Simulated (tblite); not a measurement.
## Molecular dynamics, with input and output: C$_{5}$H$_{5}$FGe (part 2 of 2)

The same run, continued: C$_{5}$H$_{5}$FGe, SMILES FCC#CC#[C][GeH3]; GFN2-xTB Langevin dynamics, gas phase (tblite 0.8.0). 

Geometry of the input (Å):
```
F  3.9036  1.2268  0.9294
C  3.4844  0.2341  0.0700
C  2.0453  0.1091  0.0693
C  0.8393  0.0510  0.1091
C  -0.5136  -0.0509  0.1282
C  -1.7246  -0.1396  0.1507
Ge -3.6049  -0.2810  0.1935
H  3.9549  -0.6986  0.4076
H  3.8521  0.5030  -0.9290
H  -4.0423  -1.1312  -0.9501
H  -4.1874  1.0852  0.0753
H  -4.0054  -0.9086  1.4846
```

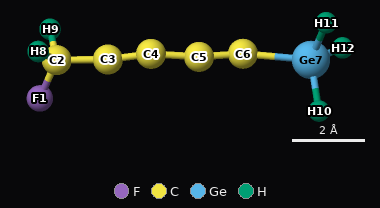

Fig. 1: The geometry at step 31 of the log (ball-and-stick view, seen at a tilt; atoms are numbered from 1 in the order of the input).

Trajectory as extended XYZ, continued
```
12
Properties=species:S:1:pos:R:3:forces:R:3 step=21 time_fs=525.0 energy=-537.68137 temperature=350.3
F     3.3208    1.5111    1.8937   -0.0491  -0.9200  -0.3355
C     2.8811    0.2212    1.4834    0.5929   1.1158   1.0592
C     1.5008    0.2592    1.1750   -3.4320  -0.9289  -0.7155
C     0.3213    0.0469    0.8691    2.5031   0.3790   0.8419
C    -0.9747   -0.2275    0.6218   -1.1754   0.0672   0.0181
C    -2.1842   -0.4380    0.5603    0.9360   0.0473  -0.4991
Ge   -3.8588   -0.9156   -0.1937   -0.2938   0.5236   0.5427
H     3.1067   -0.4531    2.3379   -0.0871   0.2461  -0.3864
H     3.4170   -0.0495    0.5889    0.6405  -0.0569  -0.3122
H    -4.8327   -1.0326    0.9345    0.0220  -0.1271   0.0523
H    -3.7473   -2.2108   -0.8876    0.0658  -0.1539  -0.2047
H    -4.4144    0.2021   -1.0343    0.2773  -0.1920  -0.0608
12
Properties=species:S:1:pos:R:3:forces:R:3 step=22 time_fs=550.0 energy=-537.66190 temperature=221.6
F     3.3940    1.3787    1.9361   -0.7456  -0.0212  -0.4406
C     2.8410    0.1771    1.4759    2.0037   0.2596  -0.4404
C     1.4865    0.0824    1.1338   -1.1376   0.8353  -0.1785
C     0.2947    0.0841    0.9487   -0.5703  -0.1155  -0.2843
C    -1.0034   -0.1422    0.6091   -0.2740  -0.4301   0.1651
C    -2.1324   -0.5704    0.4296    0.2732   0.3470  -0.2721
Ge   -3.8912   -0.9471   -0.1692   -0.0287  -0.4397  -0.1829
H     2.9852   -0.4717    2.3094    0.4959  -0.9731   0.6966
H     3.4585   -0.1067    0.5866   -0.1375   0.0576   0.5466
H    -4.7440   -0.9947    1.0623   -0.0569   0.1327  -0.1736
H    -3.9595   -2.3190   -0.8389    0.1549   0.3790   0.2561
H    -4.3039    0.0514   -1.2194    0.0230  -0.0313   0.3080
12
Properties=species:S:1:pos:R:3:forces:R:3 step=23 time_fs=575.0 energy=-537.42390 temperature=197.2
F     3.2792    1.3175    1.8915    1.0010   1.3619   0.8955
C     2.9438    0.0891    1.4927   -2.1495   0.5719  -1.8347
C     1.4622    0.1953    1.1786    3.7885  -0.9352   0.3328
C     0.2938    0.1269    0.9996   -4.6027  -1.1285  -1.2551
C    -1.0492   -0.2090    0.6271    2.0974   0.8083   0.6582
C    -2.1536   -0.5612    0.2682    0.6866   0.1866   0.4770
Ge   -3.9394   -0.9083   -0.1472   -0.1720   0.0047  -0.2682
H     3.0619   -0.6083    2.2988    0.3333  -0.4906   0.3547
H     3.5766   -0.0878    0.5755   -0.7392  -0.3575   0.6920
H    -4.8378   -0.7374    1.0061   -0.0512  -0.1409   0.3947
H    -4.0564   -2.2579   -0.7599   -0.0424   0.0402  -0.0263
H    -4.2872    0.2028   -1.0518   -0.1498   0.0791  -0.4205
12
Properties=species:S:1:pos:R:3:forces:R:3 step=24 time_fs=600.0 energy=-537.66347 temperature=446.7
F     3.2289    1.3723    1.8896   -0.2100   0.1122   0.5379
C     2.7894    0.1261    1.4901    1.2579   0.2209  -0.4174
C     1.4273    0.0745    1.1398   -1.4952   0.0956   0.0885
C     0.2413    0.0146    0.9158    0.5296  -0.0201   0.1729
C    -1.0466   -0.2113    0.5928    1.4572   0.4080   0.3438
C    -2.0690   -0.5420    0.0650   -2.4308  -0.3154  -0.6575
Ge   -3.9393   -0.8694   -0.1317    0.1927  -0.0391   0.5637
H     2.9917   -0.6120    2.2919    0.3084   0.3301  -0.3661
H     3.3478    0.0071    0.5439    0.2761  -0.6865   0.2908
H    -4.5363   -0.6225    1.2624    0.1480  -0.1372  -0.5853
H    -4.0450   -2.2974   -0.5402   -0.1232  -0.0791   0.0418
H    -4.6053   -0.0176   -1.1533    0.0893   0.1107  -0.0131
12
Properties=species:S:1:pos:R:3:forces:R:3 step=25 time_fs=625.0 energy=-537.56216 temperature=456.6
F     3.1941    1.4156    1.9698   -0.6650  -0.8137  -0.1314
C     2.8127    0.1440    1.4877   -1.1545   0.0967   1.3661
C     1.3918    0.0397    1.0814    0.0087   0.1875   0.0946
C     0.2051   -0.1062    0.8138    3.7355   0.6933   0.7861
C    -1.0253   -0.2150    0.3829   -2.2301  -0.6479  -0.7415
C    -2.1079   -0.5150   -0.0947   -0.4688   0.1085   0.3017
Ge   -3.9729   -0.8698   -0.1115   -0.3173  -0.6776  -0.5498
H     2.9597   -0.5942    2.3538    0.1520   0.8560  -1.0606
H     3.4711    0.0140    0.6512    0.3229  -0.5461  -0.4678
H    -4.5845   -0.4953    1.1712    0.0013   0.2456   0.4569
H    -4.2526   -2.3817   -0.2309    0.2987   0.5952  -0.1037
H    -4.7484   -0.1490   -1.1861    0.3166  -0.0974   0.0495
12
Properties=species:S:1:pos:R:3:forces:R:3 step=26 time_fs=650.0 energy=-537.40988 temperature=368.1
F     3.1091    1.3976    1.9280    0.3840  -0.2368  -0.1941
C     2.9050    0.0825    1.5392   -3.7083   0.7018   1.2892
C     1.4361    0.0424    1.0149    4.5409  -0.2838   0.9320
C     0.3164   -0.1032    0.6352   -1.2420  -0.3203  -0.6497
C    -0.9498   -0.3311    0.2264   -2.4396   0.0282  -0.4595
C    -2.1375   -0.4542   -0.0986    1.1903  -0.0140   0.6718
Ge   -4.0466   -0.8097   -0.1128    1.2892   1.6150   0.2556
H     2.8479   -0.4873    2.5188    0.4022   0.2209  -0.9954
H     3.6986   -0.2066    0.8814    0.0371  -0.2384  -0.4857
H    -4.5229   -0.1841    1.1776   -0.0403  -0.2788  -0.2953
H    -4.1607   -2.2267   -0.2238   -0.2807  -1.2341   0.0138
H    -4.6105   -0.1069   -1.2893   -0.1327   0.0404  -0.0827
12
Properties=species:S:1:pos:R:3:forces:R:3 step=27 time_fs=675.0 energy=-537.33781 temperature=364.0
F     3.0604    1.4272    1.8631   -0.5785   0.6156  -0.0663
C     2.7275    0.1262    1.5992   -1.0157   0.0499  -0.2738
C     1.4733   -0.1405    0.8891   -0.7381   0.8605   0.4918
C     0.3212   -0.1469    0.4802    3.6409   0.2046   1.2046
C    -0.9500   -0.3305    0.2412    1.0810  -0.0194  -0.3372
C    -2.1216   -0.4020    0.1013   -5.0281  -0.5008  -0.8722
Ge   -4.0368   -0.7115   -0.1549    0.0176  -0.7513   0.0845
H     2.7237   -0.3591    2.5649   -0.0380  -0.4548   0.3345
H     3.4974   -0.1927    0.9639    1.5132  -0.9283  -0.8215
H    -4.7616   -0.2658    1.0785    0.1202   0.1415   0.1151
H    -4.3411   -2.2890   -0.1777    0.3965   1.1172  -0.1963
H    -4.7612    0.0049   -1.3191    0.6290  -0.3347   0.3368
12
Properties=species:S:1:pos:R:3:forces:R:3 step=28 time_fs=700.0 energy=-537.43798 temperature=437.3
F     2.9659    1.4260    1.7591    0.1190   0.8909   0.2181
C     2.7468    0.0902    1.6340   -1.0046   0.4544  -2.9685
C     1.4274   -0.0891    0.9292    0.7766  -0.2639   0.9634
C     0.3051   -0.1952    0.4650    2.7256   0.3335   1.1042
C    -0.9775   -0.2819    0.2140   -5.1316  -0.5687  -0.8483
C    -2.2192   -0.4117    0.1048    4.0385   0.6476   0.4488
Ge   -4.0132   -0.6412   -0.2390   -0.1818   0.6450   0.5026
H     2.8402   -0.3075    2.5983   -0.3466  -0.9102   1.3409
H     3.5678   -0.2526    0.9798   -0.1524  -0.2744   0.0607
H    -4.8561   -0.1506    0.8575   -0.1382   0.0555   0.3092
H    -4.0818   -2.0480   -0.4084   -0.4070  -1.4306  -0.2484
H    -4.2936    0.1137   -1.4290   -0.2974   0.4208  -0.8827
12
Properties=species:S:1:pos:R:3:forces:R:3 step=29 time_fs=725.0 energy=-537.38129 temperature=378.1
F     2.9806    1.4687    1.7128    0.7149  -0.8579  -0.3797
C     2.8329    0.0723    1.4755   -0.7700   1.4723  -0.0229
C     1.4738   -0.0663    1.0041   -1.4889  -0.4975  -1.3837
C     0.3204   -0.0635    0.5868    1.6129  -0.6091   0.3384
C    -0.9474   -0.3465    0.1652    1.4386   0.7147   0.7173
C    -2.1436   -0.3942    0.0533   -2.5000  -0.2858  -0.7301
Ge   -4.0556   -0.5836   -0.3557    0.4048  -0.9227  -0.4611
H     2.8320   -0.3535    2.4453    0.3263  -0.6102   1.3130
H     3.6616   -0.3635    0.8900   -0.4945   0.6123  -0.1948
H    -4.7929    0.0260    0.8261    0.0975  -0.1544  -0.3487
H    -4.4081   -2.1611   -0.5586    0.3282   1.1866   0.3707
H    -4.4659    0.0108   -1.7430    0.3302  -0.0485   0.7815
12
Properties=species:S:1:pos:R:3:forces:R:3 step=30 time_fs=750.0 energy=-537.64787 temperature=449.5
F     3.0858    1.5761    1.6866   -0.8224  -1.4026  -0.5051
C     2.8063    0.2142    1.3134    0.5206   0.2254   0.7160
C     1.4316   -0.1419    1.0160    0.7267   1.0363   0.0118
C     0.3005   -0.1675    0.6004   -1.8433  -0.0145  -0.2792
C    -1.0506   -0.2644    0.2775    1.4489  -0.1018   0.1661
C    -2.1936   -0.3362   -0.1225   -0.5243  -0.1199   0.1793
Ge   -4.0783   -0.5163   -0.4283    0.8821   1.8095   0.4473
H     3.1493   -0.3837    2.1819    0.0012   0.2172  -0.2573
H     3.4489    0.0227    0.4461   -0.0248   0.0366   0.0227
H    -4.8129    0.1144    0.7189    0.1306   0.0134  -0.0809
H    -4.4065   -1.8888   -0.4380   -0.3534  -1.5765  -0.2486
H    -4.3453    0.2751   -1.6514   -0.1419  -0.1231  -0.1720
12
Properties=species:S:1:pos:R:3:forces:R:3 step=31 time_fs=775.0 energy=-537.45398 temperature=283.7
F     3.0145    1.5427    1.6346    0.4239   1.6317   1.0568
C     2.7480    0.3068    1.2771    0.5807  -2.4805  -1.3584
C     1.3672    0.0767    0.9919   -1.3070  -0.4587   0.2228
C     0.2345   -0.2468    0.6908    0.8264   0.7795   0.2897
C    -1.0574   -0.2433    0.3279   -2.8850  -0.4088  -1.5316
C    -2.1840   -0.2653   -0.2055    1.9656   0.0133   1.1314
Ge   -4.0657   -0.4389   -0.4518   -0.3746  -0.6297  -0.2505
H     3.1844   -0.4824    1.9664   -0.3634   0.9869  -0.2418
H     3.2143    0.1679    0.2733    0.4044  -0.0717   0.2369
H    -4.6832    0.2406    0.7629    0.0276  -0.1358  -0.3568
H    -4.3583   -1.9961   -0.4032    0.1578   0.9523  -0.0021
H    -4.6813    0.0850   -1.8012    0.5436  -0.1783   0.8036
12
Properties=species:S:1:pos:R:3:forces:R:3 step=32 time_fs=800.0 energy=-537.48485 temperature=400.1
F     2.9995    1.5399    1.6084    0.2560  -0.3610  -0.0393
C     2.7226    0.2824    1.1493   -1.2402  -1.3017   0.3553
C     1.2758    0.1166    0.8963    0.6057  -0.0194   0.0366
C     0.0957   -0.1534    0.8418    0.0904   0.1238  -0.9680
C    -1.1493   -0.3080    0.2818    3.6981   0.2459   2.1787
C    -2.2148   -0.3076   -0.2279   -2.0608  -0.1791  -1.2466
Ge   -4.0236   -0.3991   -0.4567   -1.4731   0.8601  -0.4058
H     2.9298   -0.5207    1.9373    0.3674   1.1181  -0.5996
H     3.2825    0.0601    0.2123   -0.1524   0.3539   0.5599
H    -4.5580    0.4521    0.6573   -0.0685   0.0129  -0.1725
H    -4.5345   -1.7386   -0.2568   -0.1673  -0.8090   0.0565
H    -4.4830    0.1143   -1.7967    0.1448  -0.0444   0.2448
12
Properties=species:S:1:pos:R:3:forces:R:3 step=33 time_fs=825.0 energy=-537.42230 temperature=388.5
F     2.9603    1.5851    1.5763    0.1016  -1.8406  -0.6519
C     2.7490    0.2384    1.0886   -1.1353   0.8507   0.9782
C     1.3331    0.0299    0.8726    1.9561   0.5685  -0.1663
C     0.1572   -0.1296    0.7926   -1.7993  -0.3832  -0.1824
C    -1.1454   -0.3450    0.4959   -1.1990   0.0090  -1.3416
C    -2.1568   -0.4591   -0.2023   -0.0484   0.1978   1.3693
Ge   -4.0766   -0.4128   -0.4424    0.1017   0.3234  -0.9104
H     2.9140   -0.5005    1.8815    0.9819   0.4005   0.2072
H     3.3122    0.0479    0.1834    0.3271   0.3096  -0.0103
H    -4.7875    0.6586    0.3668    0.3697  -0.2454  -0.0062
H    -4.7371   -1.7426   -0.1882    0.2121   0.1103  -0.0010
H    -4.3102   -0.0040   -1.9312    0.1319  -0.3008   0.7154
12
Properties=species:S:1:pos:R:3:forces:R:3 step=34 time_fs=850.0 energy=-537.54798 temperature=504.1
F     2.9143    1.5647    1.5897    0.1790  -0.9166  -0.0214
C     2.7957    0.2663    1.0926   -1.5309   0.5661  -1.2588
C     1.3998   -0.0894    0.8805   -0.7549   0.2976   0.4434
C     0.2054   -0.1724    0.6922   -0.3399  -0.1883   0.2662
C    -1.1397   -0.3520    0.4988   -0.5461   0.0111  -0.7401
C    -2.3089   -0.4596    0.1368    0.9940   0.2338   0.0467
Ge   -4.1419   -0.4016   -0.4200    0.5557  -0.7384   0.1766
H     3.2266   -0.4943    1.7037    0.7955  -0.0640   0.6690
H     3.1348    0.2612    0.0521    0.9540   0.1755   0.1015
H    -4.6303    0.7090    0.4638   -0.3125  -0.0897  -0.3560
H    -4.6272   -1.7879   -0.0021   -0.1338   0.4498  -0.0407
H    -4.3177   -0.3432   -1.9500    0.1398   0.2632   0.7137
12
Properties=species:S:1:pos:R:3:forces:R:3 step=35 time_fs=875.0 energy=-537.31701 temperature=285.8
F     2.8908    1.4558    1.7452    0.2209   1.6246   1.0624
C     2.8269    0.3113    1.1224   -2.7570  -1.8755  -3.0395
C     1.4003   -0.1211    0.8417   -2.2511   0.5798   0.0041
C     0.1787   -0.2103    0.6523    1.1223   0.2444  -0.1112
C    -1.1940   -0.3035    0.3308    3.2471   0.0197   0.9330
C    -2.3962   -0.3522    0.3076   -1.2822  -0.1579  -0.2852
Ge   -4.1639   -0.4136   -0.3647    0.4536   0.4592  -1.2128
H     3.2528   -0.5010    1.6437    1.0145  -0.6830   0.8518
H     3.2034    0.4007    0.0741    0.4682   0.1418   0.6023
H    -5.0654    0.6035    0.1535   -0.1279   0.7571   0.3563
H    -4.9505   -1.6123   -0.1700   -0.0473  -0.9838   0.1723
H    -4.0172   -0.1747   -1.8856   -0.0611  -0.1263   0.6664
12
Properties=species:S:1:pos:R:3:forces:R:3 step=36 time_fs=900.0 energy=-537.39769 temperature=301.7
F     2.8532    1.3914    1.8836    0.4245  -1.0418  -1.0578
C     2.7456    0.2399    1.0365   -0.4394   0.6851   0.4907
C     1.3526    0.0399    0.7671    1.6464   0.5196  -0.3204
C     0.1980   -0.1688    0.5670   -0.1718   0.0358   0.1370
C    -1.1028   -0.2444    0.3974   -3.8641  -0.3636  -0.6196
C    -2.3276   -0.3114    0.2527    1.3359   0.3067  -0.3334
Ge   -4.1544   -0.4133   -0.3255    0.3009  -0.3344   1.0922
H     2.9492   -0.6313    1.6411    1.0485  -0.2210   0.4121
H     3.3658    0.3119    0.1126   -0.2501   0.3161   0.8238
H    -4.8985    0.6862    0.5220    0.2759  -0.7333  -0.6354
H    -4.3950   -1.8818    0.1973   -0.3282   0.8505  -0.4526
H    -4.2901   -0.2671   -1.8352    0.0214  -0.0196   0.4634
12
Properties=species:S:1:pos:R:3:forces:R:3 step=37 time_fs=925.0 energy=-537.51638 temperature=300.7
F     2.8910    1.2827    2.0159    0.1688  -1.4836  -0.8943
C     2.7728    0.1923    1.0865   -1.8346   1.2869  -0.2501
C     1.3410    0.1299    0.6672    2.1648  -0.2725   0.9309
C     0.1720   -0.1248    0.5570    0.4816   0.2463   0.1828
C    -1.1374   -0.1908    0.3618   -1.7829  -0.1910  -0.5366
C    -2.3289   -0.2622    0.1148    0.6591  -0.0147   0.4331
Ge   -4.1409   -0.4598   -0.2315    0.0470   0.6624  -1.8051
H     3.0572   -0.7696    1.5443    0.1845   0.6289  -0.0246
H     3.3093    0.4878    0.1731    0.4396  -0.1915   0.4697
H    -5.0384    0.4624    0.4232   -0.2676   0.7554   0.4054
H    -4.6695   -1.7513    0.0167   -0.2733  -1.5330   0.4404
H    -4.2540   -0.3128   -1.7649    0.0131   0.1064   0.6484
12
Properties=species:S:1:pos:R:3:forces:R:3 step=38 time_fs=950.0 energy=-537.55978 temperature=285.1
F     2.9012    1.1418    2.1001   -0.0086   0.5389   0.7970
C     2.8120    0.2027    1.1384   -2.3142  -0.6917  -0.4184
C     1.3961    0.0986    0.6251    0.3923  -0.1037   1.1892
C     0.1774    0.0307    0.6487    1.6678  -0.1627  -0.3839
C    -1.1116   -0.1936    0.3211    3.0821   0.5374   0.6797
C    -2.2763   -0.2647    0.1379   -3.9664  -0.5710  -0.7244
Ge   -4.1408   -0.5090   -0.1595   -0.0646   0.1726   0.0093
H     3.1120   -0.7644    1.5745    0.0371   0.1922  -0.2190
H     3.4132    0.5457    0.3387    0.9736   0.0686  -0.9764
H    -4.7344    0.6719    0.6228   -0.0287  -0.6048  -0.1611
H    -4.5690   -1.9395    0.2881    0.1672   0.8634  -0.2160
H    -4.4221   -0.2383   -1.6380    0.0625  -0.2393   0.4239
12
Properties=species:S:1:pos:R:3:forces:R:3 step=39 time_fs=975.0 energy=-537.64619 temperature=401.7
F     2.8475    1.0046    2.1852    0.4521   0.8893   0.5881
C     2.8320    0.2189    1.0970   -2.0268  -1.7314   0.0789
C     1.4199   -0.0210    0.7273    1.9051   0.1786   0.3853
C     0.2354    0.0215    0.5496    0.9471   0.0767   0.0851
C    -1.0442   -0.1118    0.2848   -2.7534  -0.3754  -0.1946
C    -2.2491   -0.3044    0.2272   -0.0151   0.3191  -0.3722
Ge   -4.1136   -0.5320   -0.0790    0.4394  -0.2033  -0.3684
H     3.2919   -0.7343    1.3822    0.1441  -0.0860  -0.0512
H     3.2915    0.6286    0.2404    0.9613   0.9043  -0.7362
H    -4.9413    0.4623    0.6086   -0.0874   0.4369   0.1076
H    -4.3935   -1.8216    0.5418   -0.1898  -0.6222   0.2924
H    -4.4942   -0.6780   -1.5286    0.2236   0.2132   0.1851
12
Properties=species:S:1:pos:R:3:forces:R:3 step=40 time_fs=1000.0 energy=-537.50279 temperature=294.7
F     2.8340    0.8818    2.3377    0.3473  -0.4135  -1.5411
C     2.8486    0.2497    1.0436   -1.6253  -0.1236   0.9195
C     1.4411   -0.0642    0.7176    0.4586   0.3689  -0.1020
C     0.2743    0.0181    0.3734    2.7592   0.0213   0.7899
C    -1.0255   -0.1157    0.2778   -3.4388  -0.4604  -0.4687
C    -2.2434   -0.2574    0.1862    1.0479   0.0452   0.4453
Ge   -4.1002   -0.5775    0.0266   -0.1880   0.4721  -0.2228
H     3.4580   -0.6590    1.1678   -0.0719   0.3741  -0.1700
H     3.1643    0.9378    0.2509    0.5200   0.0749   0.5209
H    -4.8770    0.6899    0.5369    0.4162  -0.8929  -0.2585
H    -4.5525   -1.9144    0.6082    0.1805   0.5318  -0.0344
H    -4.1265   -0.6655   -1.4819   -0.4060   0.0021   0.1218
```

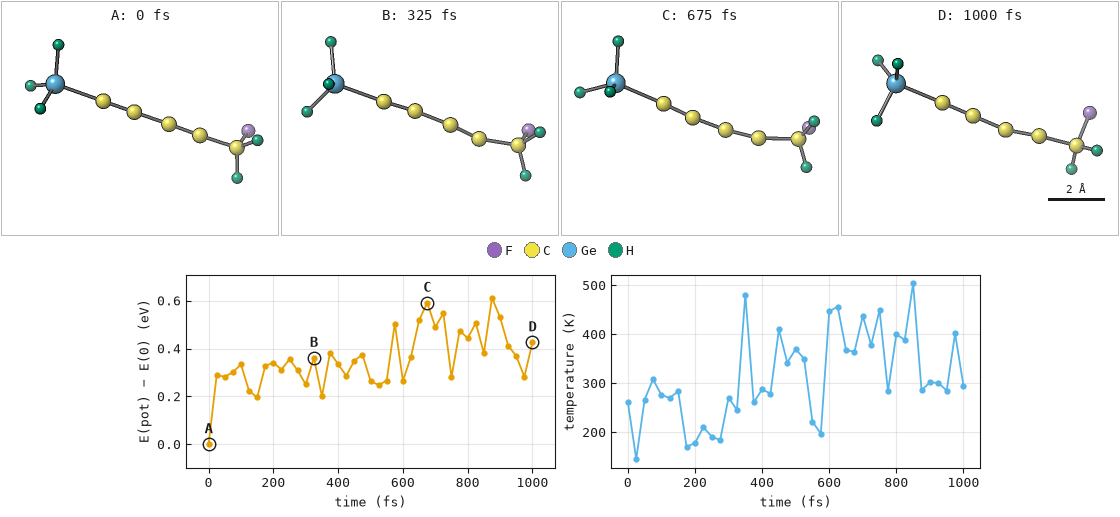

Fig. 2: Frames of the molecular dynamics (ball-and-stick, seen at a tilt) above the curves, on which the letters mark them. The trajectory kept here has 41 frames over 1000 fs. The temperature starts at 262 K, ranges from 146 to 504 K and averages 356 K over the second half. The potential energy ends 0.426 eV above its first value. After an unweighted best fit of the last frame on the first, the root-mean-square displacement is 0.97 Å, and F1 has moved furthest (1.85 Å).

Key numbers

```csv
quantity,value
outcome,finished
mean temperature over the second half,356 K
trajectory,"41 frames kept, 1000 fs"
wall time,16 s
peak memory,0.19 GiB
```
